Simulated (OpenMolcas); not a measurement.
## Ta⁺: multiconfigurational calculation (part 2 of 2)

Continued. System: Ta⁺. Method: state-averaged CASSCF, active space 4 electrons in the shells 5d 6s, basis ANO-R0, X2C scalar Hamiltonian, spin-orbit coupling by RASSI with atomic mean-field integrals (OpenMolcas).

Log (extracts), continued:
```
--- RASSI ---
SPIN-FREE ENERGIES:
  (Shifted by EMIN (a.u.) =     -15599.9596781231)

 SF State       Relative EMIN(au)   Rel lowest level(eV)    D:o, cm**(-1)      L_eff

     1             0.0000000000        0.0000000000              0.0000         3.0
     2             0.0000000000        0.0000000000              0.0000         3.0
     3             0.0000000000        0.0000000000              0.0000         3.0
     4             0.0000000000        0.0000000000              0.0000         3.0
     5             0.0000000000        0.0000000000              0.0000         3.0
     6             0.0000000000        0.0000000000              0.0000         3.0
     7             0.0000000000        0.0000000000              0.0000         3.0
    16             0.0312338423        0.8499161462           6855.0360         1.0
    17             0.0312338423        0.8499161462           6855.0360         1.0
    18             0.0312338423        0.8499161462           6855.0360         1.0
     8             0.0425595062        1.1581031605           9340.7319         1.0
     9             0.0425595062        1.1581031605           9340.7319         1.0
    10             0.0425595062        1.1581031605           9340.7319         1.0
    19             0.0509451800        1.3862889700          11181.1746         3.0
    20             0.0509451800        1.3862889700          11181.1746         3.0
    21             0.0509451800        1.3862889700          11181.1746         3.0
    22             0.0509451800        1.3862889700          11181.1746         3.0
    23             0.0509451800        1.3862889700          11181.1746         3.0
    24             0.0509451800        1.3862889700          11181.1746         3.0
    25             0.0509451800        1.3862889700          11181.1746         3.0
    11             0.0516525026        1.4055362001          11336.4140         2.0
    12             0.0516525026        1.4055362001          11336.4140         2.0
    13             0.0516525026        1.4055362001          11336.4140         2.0
    14             0.0516525026        1.4055362001          11336.4140         2.0
    15             0.0516525026        1.4055362001          11336.4140         2.0
   106             0.0557356242        1.5166435972          12232.5556         2.0
   107             0.0557356242        1.5166435972          12232.5556         2.0
   108             0.0557356242        1.5166435972          12232.5556         2.0
   109             0.0557356242        1.5166435972          12232.5556         2.0
   110             0.0557356242        1.5166435972          12232.5556         2.0
    31             0.0562735445        1.5312811553          12350.6154         4.0
    32             0.0562735445        1.5312811553          12350.6154         4.0
    33             0.0562735445        1.5312811553          12350.6154         4.0
    34             0.0562735445        1.5312811553          12350.6154         4.0
    26             0.0562735445        1.5312811553          12350.6154         4.0
    27             0.0562735445        1.5312811553          12350.6154         4.0
    28             0.0562735445        1.5312811553          12350.6154         4.0
    29             0.0562735445        1.5312811553          12350.6154         4.0
    30             0.0562735445        1.5312811553          12350.6154         4.0
    40             0.0650005710        1.7687556437          14265.9764         3.0
Eigenvalues of complex Hamiltonian:
   -----------------------------------
  (Shifted by EMIN (a.u.) =     -15599.9596781231)

 SO State       Relative EMIN(au)   Rel lowest level(eV)    D:o, cm**(-1)     J-value

     1            -0.0200579840        0.0000000000              0.0000         0.9
     2            -0.0200579840        0.0000000000              0.0000         0.7
     3            -0.0200579840        0.0000000000              0.0000         0.7
     4            -0.0151418435        0.1337749980           1078.9681         1.7
     5            -0.0151418435        0.1337749980           1078.9681         1.7
     6            -0.0151418435        0.1337749980           1078.9681         1.5
     7            -0.0151418435        0.1337749980           1078.9681         1.5
     8            -0.0151418435        0.1337749980           1078.9681         1.5
     9            -0.0079494452        0.3294901249           2657.5171         2.5
    10            -0.0079494452        0.3294901249           2657.5171         2.7
    11            -0.0079494452        0.3294901249           2657.5171         2.1
    12            -0.0079494452        0.3294901249           2657.5171         2.4
    13            -0.0079494452        0.3294901249           2657.5171         2.4
    14            -0.0079494452        0.3294901249           2657.5171         2.3
    15            -0.0079494452        0.3294901249           2657.5171         2.2
    16             0.0004378319        0.5577195615           4498.3116         3.5
    17             0.0004378319        0.5577195615           4498.3116         2.6
    18             0.0004378319        0.5577195615           4498.3116         3.2
    19             0.0004378319        0.5577195615           4498.3116         3.4
    20             0.0004378319        0.5577195615           4498.3116         3.1
    21             0.0004378319        0.5577195615           4498.3116         2.9
    22             0.0004378319        0.5577195615           4498.3116         3.5
    23             0.0004378319        0.5577195615           4498.3116         3.0
    24             0.0004378319        0.5577195615           4498.3116         3.2
    25             0.0091809004        0.7956305764           6417.1934         4.5
    26             0.0091809004        0.7956305764           6417.1934         4.2
    27             0.0091809004        0.7956305764           6417.1934         4.1
    28             0.0091809004        0.7956305764           6417.1934         4.2
    29             0.0091809004        0.7956305764           6417.1934         3.2
    30             0.0091809004        0.7956305764           6417.1934         4.4
    31             0.0091809004        0.7956305764           6417.1934         3.6
    32             0.0091809004        0.7956305764           6417.1934         3.9
    33             0.0091809004        0.7956305764           6417.1934         3.3
    34             0.0091809004        0.7956305764           6417.1934         4.1
    35             0.0091809004        0.7956305764           6417.1934         4.2
    36             0.0107599188        0.8385978545           6763.7478         0.0
    37             0.0170480708        1.0097071871           8143.8377         1.0
    38             0.0170480708        1.0097071871           8143.8377         0.6
    39             0.0170480708        1.0097071871           8143.8377         0.6
    40             0.0208780997        1.1139275842           8984.4319         1.8
    41             0.0208780997        1.1139275842           8984.4319         2.0
Weights of the five most important spin-orbit-free states for each spin-orbit state.

 SO State  Total energy (au)           Spin-free states, spin, and weights
 -------------------------------------------------------------------------------------------------------
    1        -0.020058       2 2.0  0.1634    5 2.0  0.1624    3 2.0  0.1508    7 2.0  0.1469    4 2.0  0.1292
    2        -0.020058       1 2.0  0.2151    6 2.0  0.1664    7 2.0  0.1444    4 2.0  0.1235    5 2.0  0.1219
    3        -0.020058       3 2.0  0.1922    6 2.0  0.1602    4 2.0  0.1589    2 2.0  0.1277    5 2.0  0.1272
    4        -0.015142       6 2.0  0.2490    5 2.0  0.2341    7 2.0  0.2318    3 2.0  0.0780    1 2.0  0.0778
    5        -0.015142       1 2.0  0.1992    5 2.0  0.1653    6 2.0  0.1619    2 2.0  0.1481    3 2.0  0.1288
    6        -0.015142       4 2.0  0.2390    7 2.0  0.1921    3 2.0  0.1679    2 2.0  0.1510    1 2.0  0.1034
    7        -0.015142       4 2.0  0.2356    3 2.0  0.2110    1 2.0  0.1922    2 2.0  0.1144    7 2.0  0.0983
    8        -0.015142       5 2.0  0.2218    2 2.0  0.2012    6 2.0  0.1217    1 2.0  0.1162    7 2.0  0.1094
    9        -0.007949       2 2.0  0.3309    3 2.0  0.2099    1 2.0  0.2032    4 2.0  0.1218    6 2.0  0.0622
   10        -0.007949       7 2.0  0.2640    4 2.0  0.2400    3 2.0  0.1508    5 2.0  0.1048    2 2.0  0.0776
   11        -0.007949       7 2.0  0.3060    1 2.0  0.1898    6 2.0  0.1848    2 2.0  0.1036    4 2.0  0.0809
   12        -0.007949       6 2.0  0.2124    5 2.0  0.1768    3 2.0  0.1580    4 2.0  0.1511    1 2.0  0.1282
```

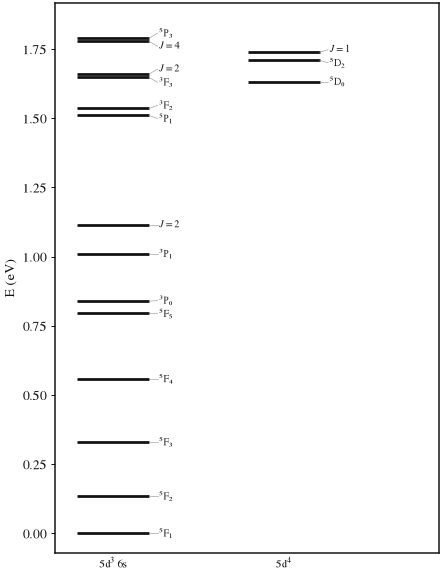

*Level diagram of Ta⁺ (tantalum, Z = 73).*

The lowest level is 5d³ 6s ⁵F₁. The first excited level, 5d³ 6s ⁵F₂, lies at 0.134 eV. The ground term spreads over 0.796 eV in the order J = 1, 2, 3, 4, 5, a normal multiplet. All levels drawn have even parity, so no electric dipole line joins them. The leading LS term holds 74 % of a level on average, 96 % of the ground level. The ground level has g = 0.019. Spin-orbit coupling puts the ground level 0.546 eV below the lowest spin-free term.

| Configuration | Level | E (eV) |
| --- | --- | --- |
| 5d³ 6s | ⁵F₁ | 0 |
| 5d³ 6s | ⁵F₂ | 0.1338 |
| 5d³ 6s | ⁵F₃ | 0.3295 |
| 5d³ 6s | ⁵F₄ | 0.5577 |
| 5d³ 6s | ⁵F₅ | 0.7956 |
| 5d³ 6s | ³P₀ | 0.8386 |
| 5d³ 6s | ³P₁ | 1.010 |
| 5d³ 6s | J = 2 (even, mixed) | 1.114 |
| 5d³ 6s | ⁵P₁ | 1.510 |
| 5d³ 6s | ³F₂ | 1.535 |
| 5d⁴ | ⁵D₀ | 1.632 |
| 5d³ 6s | ³F₃ | 1.647 |
| 5d³ 6s | J = 2 (even, mixed) | 1.659 |
| 5d⁴ | ⁵D₂ | 1.709 |
| 5d⁴ | J = 1 (even, mixed) | 1.738 |
| 5d³ 6s | J = 4 (even, mixed) | 1.778 |
| 5d³ 6s | ⁵P₃ | 1.789 |

Outcome of the run: converged.
